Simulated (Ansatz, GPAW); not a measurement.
# Optical response of RbS3F (model structure), part 2 of 3

Aim: the dielectric function of RbS3F (model structure), and the optical constants that follow from it. The cell was made here by substitution or stacking, whether or not such a phase is known. It was built so: All Cl replaced by F and O replaced by S in the R3m structure of RbClO3. The cell is first relaxed with Ansatz.

GPAW 26.7.0; DFT, RPBE, plane-wave PAW (GPAW data sets), scalar-relativistic, RPA, optical limit.

So far: The starting structure; Relaxation.

### Step 3. Ground state

The self-consistent density comes first; it also tells whether there is a gap, which decides the occupations and the need for a Drude term.

This step: DFT, RPBE, plane-wave PAW (GPAW data sets), scalar-relativistic, ground state (GPAW 26.7.0).

Input file gs.py:

```python
from ase import Atoms
from ase.dft.bandgap import bandgap
from gpaw import GPAW, PW, FermiDirac

atoms = Atoms(['Rb', 'S', 'S', 'S', 'F'],
              cell=[[3.33226541, 1.92388434, 5.06168876],
                    [-3.33226541, 1.92388434, 5.06168876],
                    [0.00000000, -3.84776866, 5.06168877]],
              scaled_positions=[[0.19103395, 0.19103395, 0.19103395],
                                [0.91620768, 0.59589792, 0.59589792],
                                [0.59589792, 0.59589792, 0.91620768],
                                [0.59589792, 0.91620768, 0.59589792],
                                [0.36206254, 0.36206254, 0.36206254]],
              pbc=[True, True, True])
atoms.calc = GPAW(mode=PW(450), xc='RPBE', kpts={'size': (4, 4, 4), 'gamma': True},
                  occupations=FermiDirac(0.05), maxiter=150, txt='gs.txt')
print('energy (eV)', atoms.get_potential_energy())
print('Fermi level (eV)', atoms.calc.get_fermi_level())
print('valence electrons', atoms.calc.get_number_of_electrons())
print('gap (eV)', bandgap(atoms.calc, output=None)[0])
print('direct gap (eV)', bandgap(atoms.calc, direct=True, output=None)[0])
atoms.calc.write('gs.gpw')
```

Run with:

```console
> OMP_NUM_THREADS=1 python gs.py
```

Numbers of over 12 decimals in the logs are rounded to 6 here.

What it wrote:

```text
__  _  _
 | _ |_)|_||  |
 |__||  | ||/\| - 26.7.0

Versions:
  Python: 3.12.14
  ASE:    3.29.0
  Numpy:  2.5.5
  Scipy:  1.18.1
  Libxc:  7.0.0

Input parameters:
  mode=PW(ecut=450.000000),
  kpts=MonkhorstPack(size=(4, 4, 4), gamma=True),
  maxiter=150,
  occupations=Occupations(name='fermi-dirac', width=0.05, fixmagmom=False),
  xc=XC(name='RPBE')

Diagonalizing LCAO Hamiltonian
Converting LCAO to pw mode

         S    S
          S

           F

           Rb

Atoms  # Å, Bohr magnetons
|   | symbol |         x |         y |         z |    initial magnetic moments |
| 0 |     Rb | -0.000000 |  0.000000 |  2.900863 | ( 0.0000,  0.0000,  0.0000) |
| 1 |      S |  1.067357 |  0.616239 | 10.670058 | ( 0.0000,  0.0000,  0.0000) |
| 2 |      S |  0.000000 | -1.232478 | 10.670058 | ( 0.0000,  0.0000,  0.0000) |
| 3 |      S | -1.067357 |  0.616239 | 10.670058 | ( 0.0000,  0.0000,  0.0000) |
| 4 |      F |  0.000000 |  0.000000 |  5.497944 | ( 0.0000,  0.0000,  0.0000) |

Unit cell  # Å
| periodic |         x |         y |        z |  lengths |    angles |
|      yes |  3.332265 |  1.923884 | 5.061689 | 6.358146 | 63.214531 |
|      yes | -3.332265 |  1.923884 | 5.061689 | 6.358146 | 63.214531 |
|      yes |  0.000000 | -3.847769 | 5.061689 | 6.358146 | 63.214531 |

Number of symmetries: 2
Symmetry operations  # r_c * U_cc + t_c -> r_c
|   | kind |            matrix            |
| 0 |  E   |  1, 0, 0,  0, 1, 0,  0, 0, 1 |
| 1 |  σ   |  0, 1, 0,  1, 0, 0,  0, 0, 1 |

BZ-sampling:
  Number of BZ points: 64
  Number of IBZ points: 24

  Monkhorst-Pack size: [4, 4, 4]
  Monkhorst-Pack shift: [0.125, 0.125, 0.125]

K-points  # in reciprocal-cell coordinates
|     |                                coordinates |     weight |
|   0 | (  0.00000000,   0.00000000,   0.00000000) | 0.01562500 |
|   1 | (  0.00000000,   0.00000000,   0.25000000) | 0.03125000 |
|   2 | (  0.00000000,   0.00000000,   0.50000000) | 0.01562500 |
|   3 | (  0.25000000,  -0.25000000,   0.00000000) | 0.03125000 |
|   4 | (  0.25000000,  -0.25000000,   0.25000000) | 0.06250000 |
|   5 | (  0.25000000,  -0.25000000,   0.50000000) | 0.03125000 |
|   6 | (  0.25000000,   0.00000000,  -0.25000000) | 0.06250000 |
|   7 | (  0.25000000,   0.00000000,   0.00000000) | 0.06250000 |
|   8 | (  0.25000000,   0.00000000,   0.25000000) | 0.06250000 |
|   9 | (  0.25000000,   0.00000000,   0.50000000) | 0.06250000 |
| ... |                                            |            |
|  23 | (  0.50000000,   0.50000000,   0.50000000) | 0.01562500 |

Plane wave coefficients: 4251
Cutoff: 450.000000 eV

Spin-components: 1 (collinear spins)
Bands:           21
Projectors:      25
Spin-degeneracy: 2
Datatype:        complex128

Parallelization:
  kpt:    1
  domain: 1
  band:   1

Density:
  Valence electrons: 34.0
  Components: 1
  Grid points: [32 32 32]
  Charge: 0.0  # |e|

Potential:
  Grid points: [32 32 32]

species:
  Rb:
    name:    Rubidium
    id:
    Z:       37.0
    valence: 9
    core:    28
    charge:  0.0  # [|e|]
    compensation charges:
      type: gauss
      rc: 0.38  # [Å]
      lmax: 2
    cutoffs:
      filter: 2.43  # [Å]
      core: 1.99  # [Å]
    projectors
    | kind |    occ | energy [eV] | rcut [Å] |
    |   4s |  2.000 |     -31.890 |    1.376 |
    |   5s |  1.000 |      -2.175 |    1.376 |
    |   4p |  6.000 |     -15.988 |    1.270 |
    |    p |        |      11.223 |    1.270 |
    |    d |        |       0.000 |    1.217 |

    Using partial waves for Rb as LCAO basis

  S:
    name:    Sulfur
    id:
    Z:       16.0
    valence: 6
    core:    10
    charge:  0.0  # [|e|]
    compensation charges:
      type: gauss
      rc: 0.24  # [Å]
      lmax: 2
    cutoffs:
      filter: 1.77  # [Å]
      core: 1.66  # [Å]
    projectors
    | kind |    occ | energy [eV] | rcut [Å] |
    |   3s |  2.000 |     -17.247 |    0.974 |
    |   3p |  4.000 |      -6.991 |    0.979 |
    |    s |        |       9.964 |    0.974 |
    |    p |        |      20.220 |    0.979 |
    |    d |        |       0.000 |    0.900 |

    Using partial waves for S as LCAO basis

  F:
    name:    Fluorine
    id:
    Z:       9.0
    valence: 7
    core:    2
    charge:  0.0  # [|e|]
    compensation charges:
      type: gauss
      rc: 0.20  # [Å]
      lmax: 2
    cutoffs:
      filter: 1.14  # [Å]
      core: 0.74  # [Å]
    projectors
    | kind |    occ | energy [eV] | rcut [Å] |
    |   2s |  2.000 |     -29.979 |    0.635 |
    |   2p |  5.000 |     -11.057 |    0.635 |
    |    s |        |      -2.768 |    0.635 |
    |    p |        |      16.154 |    0.635 |
    |    d |        |       0.000 |    0.635 |

    Using partial waves for F as LCAO basis

Reference energy: -116410.835551  # eV

eigensolver:
  PPCG
  Converge bands: occupied
  niter=2

density mixing:
  MSR1-Mixer
  Pratt-step length: 0.05
  Maximum mixing coefficient: 0.75
  Old densities: 10
  SVD Regularization: 0.005
  Good broyden scale: 1.0
  Trust region scale: 1.0
  Backstep threshold: 4.0
  History deletion threshold: 6.0
  Fourier metric: weight=20.0, sigma=0.015

occupation numbers:
  Fermi-Dirac:
    width: 0.0500  # eV

poisson solver:
  ecut: 3600.000000  # eV

xc functional:
  name: RPBE with 2 nearest neighbor stencil

convergence criteria:
- Maximum [total energy] change in last 3 cyles: 0.0005 eV / valence electron
- Maximum integral of absolute [dens]ity change: 0.0001 electrons / valence electron
- Maximum integral of absolute [eigenst]ate change: 4e-08 eV^2 / valence electron
maximum number of iterations: 150

SCF iterations
|iter     |      energy | eigst |  dens |
|iter:   1||  -18.519857 | -0.13 |       |
|iter:   2||  -18.134091 | -1.68 | -1.02 |
|iter:   3||  -16.886152 | -0.81 | -1.05 |
|iter:   4||  -16.817249 | -1.73 | -1.39 |
|iter:   5||  -16.784791 | -2.39 | -1.67 |
|iter:   6||  -16.782841 | -3.04 | -2.35 |
|iter:   7||  -16.782398c| -4.02 | -2.73 |
|iter:   8||  -16.782368c| -5.43 | -3.45 |
|iter:   9||  -16.782369c| -6.88 | -4.13c|
|iter:  10||  -16.782369c| -7.47c| -4.46c|

Converged in 10 steps
SCF loop duration: 25.986 s (2.599 s/step)
Energy contributions relative to reference atoms: (reference = -116410.835551)

Energy contributions:
  Kinetic:          15.010350
  Coulomb:         -14.275361
  Zero:              0.430914
  External:          0.000000
  Xc:              -17.948272
  Entropy:          -0.000000
  Spinorbit:         0.000000
  ----------------------------
  Free energy:     -16.782369
  Extrapolated:    -16.782369

dipole moment: (-0.000000, -0.000000, 15.117606)  # |e|*Ang

Fermi level: 0.729
Eigenvalues  # (at kpt = [0.000, 0.000, 0.000])
| band index |      eig [eV] | occ [0-2] |
|          0 |       -26.256 |     2.000 |
|        ... |               |           |
|          9 |        -4.168 |     2.000 |
|         10 |        -4.168 |     2.000 |
|         11 |        -3.828 |     2.000 |
|         12 |        -1.637 |     2.000 |
|         13 |        -1.441 |     2.000 |
|         14 |        -1.441 |     2.000 |
|         15 |        -0.411 |     2.000 |
|         16 |        -0.411 |     2.000 |
|         17 |         1.916 |     0.000 |
|         18 |         3.279 |     0.000 |
|         19 |         3.279 |     0.000 |
|         20 |         3.414 |     0.000 |

Gap: 1.894 eV
Transition (v -> c):
  (s=0, k=2, n=16, [0.00, 0.00, 0.50]) -> (s=0, k=3, n=17, [0.25, -0.25, 0.00])
Direct/indirect transitions are different
Direct gap: 1.895 eV
Transition at: (s=0, k=2, n=16, [0.00, 0.00, 0.50])

--- standard output ---
energy (eV) -16.782369
Fermi level (eV) 0.728789
valence electrons 34.0
gap (eV) 1.894035
direct gap (eV) 1.895465
```

Wall time 28 s (1 thread of Arm Neoverse V2, shared host); peak memory 0.23 GiB.

Read-outs, printed or worked out from the files:

```
energy                 : -16.78 eV
Fermi energy           : 0.7288 eV
gap on the k-mesh      : 1.894 eV
direct gap on the mesh : 1.895 eV
electrons              : 34
```

There is a gap, 1.89 eV on this mesh (points off the mesh can give less), so no carriers' term is needed.

### Step 4. Bands for the response

The response needs many more empty bands than the density does.

This step: DFT, RPBE, plane-wave PAW (GPAW data sets), scalar-relativistic, bands at fixed density (GPAW 26.7.0).

Input file nscf.py:

```python
from ase.dft.bandgap import bandgap
from gpaw import GPAW, FermiDirac

calc = GPAW('gs.gpw').fixed_density(kpts={'size': (6, 6, 6), 'gamma': True}, nbands=85, convergence={'bands': 79},
                                    occupations=FermiDirac(0.001), txt='nscf.txt')
print('gap (eV)', bandgap(calc, output=None)[0])
print('direct gap (eV)', bandgap(calc, direct=True, output=None)[0])
print('top band over the Fermi level (eV)', min(calc.get_eigenvalues(kpt=k)[78] for k in range(len(calc.get_ibz_k_points()))) - calc.get_fermi_level())
calc.write('full.gpw', mode='all')
```

Run with:

```console
> OMP_NUM_THREADS=1 python nscf.py
```

What it wrote:

```text
Diagonalizing LCAO Hamiltonian
Converting LCAO to pw mode
convergence criteria:
- Maximum integral of absolute [eigenst]ate change: 4e-08 eV^2 / valence electron
maximum number of iterations: 150

SCF iterations
|iter     |      energy | eigst |  dens |
|iter:   1||             | +3.68 |       |
|iter:   2||             | +2.44 |       |
|iter:   3||             | +1.48 |       |
|iter:   4||             | +0.55 |       |
|iter:   5||             | -0.22 |       |
|iter:   6||             | -0.89 |       |
|iter:   7||             | -1.55 |       |
|iter:   8||             | -2.09 |       |
|iter:   9||             | -2.72 |       |
|iter:  10||             | -3.27 |       |
|iter:  11||             | -3.92 |       |
|iter:  12||             | -4.50 |       |
|iter:  13||             | -5.13 |       |
|iter:  14||             | -5.72 |       |
|iter:  15||             | -6.34 |       |
|iter:  16||             | -6.85 |       |
|iter:  17||             | -7.17 |       |
|iter:  18||             | -7.51c|       |
SCF steps: 18
  __  _  _
 | _ |_)|_||  |
 |__||  | ||/\| - 26.7.0

Versions:
  Python: 3.12.14
  ASE:    3.29.0
  Numpy:  2.5.5
  Scipy:  1.18.1
  Libxc:  7.0.0

Input parameters:
  mode=PW(ecut=450.000000),
  convergence={'bands': 79},
  gpts=array([32, 32, 32]),
  kpts=MonkhorstPack(size=(6, 6, 6), gamma=True),
  maxiter=150,
  nbands=85,
  occupations=Occupations(name='fermi-dirac', width=0.001, fixmagmom=False),
  parallel={},
  xc=XC(name='RPBE')

--- standard output ---
gap (eV) 1.875577
direct gap (eV) 1.882726
top band over the Fermi level (eV) 23.777430
```

Run time: 9.4 min. Hardware: 1 thread; peak memory 0.66 GiB.

Read-outs, printed or worked out from the files:

```
gap on the k-mesh      : 1.876 eV
direct gap on the mesh : 1.883 eV
```

### Step 5. Dielectric function, RPA

Local fields let the induced charge screen the field inside the cell, which as a rule lowers ε, most along directions where the density is uneven.

This step: DFT, RPBE, plane-wave PAW (GPAW data sets), scalar-relativistic, RPA, optical limit (GPAW 26.7.0).

Input file df.py:

```python
from gpaw.response.df import DielectricFunction

df = DielectricFunction('full.gpw', frequencies={'type': 'nonlinear', 'domega0': 0.03, 'omega2': 8},
                        ecut=50,
                        eta=0.2,
                        nbands=79,
                        txt='df.txt')
for direction in ['x', 'z']:
    df.get_dielectric_function(xc='RPA', direction=direction, filename=f'df_{direction}.csv')
```

Run with:

```console
> OMP_NUM_THREADS=1 python df.py
```

What it wrote:

```text
Using integrator: PointIntegrator
NonLinearFrequencyDescriptor(from 0.000 to 52.232 eV, 471 points)
Nonperiodic BCs:  [False False False]
Using integrator: PointIntegrator
NonLinearFrequencyDescriptor(from 0.000 to 52.232 eV, 471 points)
Nonperiodic BCs:  [False False False]

Calculating chi0 body with:
    Ground state adapter containing:
    Number of spins: 1
    Number of kpoints: 216
    Number of irreducible kpoints: 68
    Number of completely occupied states: 17
    Number of partially occupied states: 17

    Linear response parametrization:
    q_c: [0.0, 0.0, 0.0]
    Number of frequency points: 471
    Planewave cutoff: 50.0
    Number of bands: 79
    Number of planewaves: 161
    Broadening (eta): 0.2

Integrating chi0 body.

Symmetries of q_c:
    Direct symmetries (Uq -> q): 2
    Indirect symmetries (TUq -> q): 2
In total 4 allowed symmetries.

68 groups of equivalent kpoints. 68.518519% reduction.

Integral kind: spectral function

Calculating chi0 optical extensions with:
    Ground state adapter containing:
    Number of spins: 1
    Number of kpoints: 216
    Number of irreducible kpoints: 68
    Number of completely occupied states: 17
    Number of partially occupied states: 17

    Linear response parametrization:
    Number of frequency points: 471
    Planewave cutoff: 50.0
    Number of bands: 79
    Number of planewaves: 161
    Broadening (eta): 0.2
Integrating chi0 head and wings.

Symmetries of q_c:
    Direct symmetries (Uq -> q): 2
    Indirect symmetries (TUq -> q): 2
In total 4 allowed symmetries.

68 groups of equivalent kpoints. 68.518519% reduction.

Integral kind: spectral function wings
```

The job ended after 67 s (1 thread; peak memory 0.87 GiB).

Read-outs, printed or worked out from the files:

| Property | Result |
| --- | --- |
| electronic dielectric constant ε∞, mean over x, y and z (by symmetry where fewer were run) | 2.377 |
| main peak of Im epsilon, first axis | 4.364 eV |

Some rows of df_x.csv (energy; Re and Im without local fields; Re and Im with them):

```text
0.000000, 3.643390, 0.000000, 2.657622, 0.000000
0.555532, 3.672374, 0.021418, 2.674809, 0.012727
1.143969, 3.773455, 0.049648, 2.735107, 0.029814
1.768324, 3.993195, 0.101932, 2.868280, 0.063957
2.431988, 4.440350, 0.227766, 3.131923, 0.143981
3.138794, 5.406438, 1.278845, 3.642760, 0.782791
3.893091, 5.725815, 3.065263, 4.116907, 2.118514
4.699832, 2.737792, 3.898347, 1.256689, 2.771583
5.564682, 2.591839, 4.988798, 1.198038, 0.686375
6.494155, 1.506610, 2.294395, 1.766212, 0.930401
7.495775, 1.749699, 3.056991, 1.848331, 0.959646
8.578281, -0.505300, 2.718167, 1.739914, 0.934626
9.751884, -0.018129, 1.932477, 1.685476, 1.359693
11.028587, -0.087106, 0.837096, 0.934526, 1.541264
12.422601, 0.382691, 0.880533, 1.037889, 0.916067
13.950874, 0.507583, 0.354056, 0.888354, 1.196750
15.633783, 0.919124, 0.440794, 0.577985, 0.781026
17.496047, 0.680369, 1.292021, 0.615946, 0.569780
19.567954, 0.499224, 0.460554, 0.612742, 0.366419
```

The Im ε has structure finer than the step of the table below, so its rows give means over 2 eV, whole bins alone (the curve runs from 0 to 19.9 eV). Peaks (eV: height): E ∥ x 4.4: 3.05, 10.3: 1.59; E ∥ z 7.5: 0.976, 8.8: 1.000, 15.6: 0.877, 18.4: 0.870.

Values under the direct gap are tails of Lorentzian lines. Table of Im ε by photon energy; means over each step:

| photon energy (eV) | E ∥ x | E ∥ z |
| --- | --- | --- |
| 2 | 0.130 | 0.0392 |
| 4 | 2.01 | 0.198 |
| 6 | 0.890 | 0.428 |
| 8 | 1.01 | 0.902 |
| 10 | 1.45 | 0.613 |
| 12 | 1.08 | 0.671 |
| 14 | 1.13 | 0.748 |
| 16 | 0.722 | 0.794 |
| 18 | 0.540 | 0.804 |

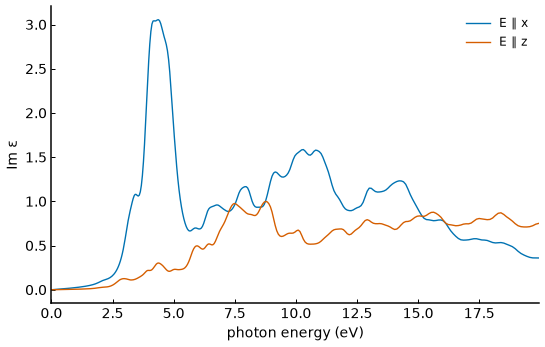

Im ε, plotted against photon energy.

[end of part 2 of 3]

[Machine, clock and banner lines and Python warnings are left out of the logs.]

[Logs are printed without paths, hosts, clocks, repeated set-up lines and the standing remarks that a program may print on its own settings, such as how far it seeks lower states.]

[Hosts, paths, dates, database ids (printed as entryN), source tags and the programs' standing remarks are cut or masked in the printed files.]
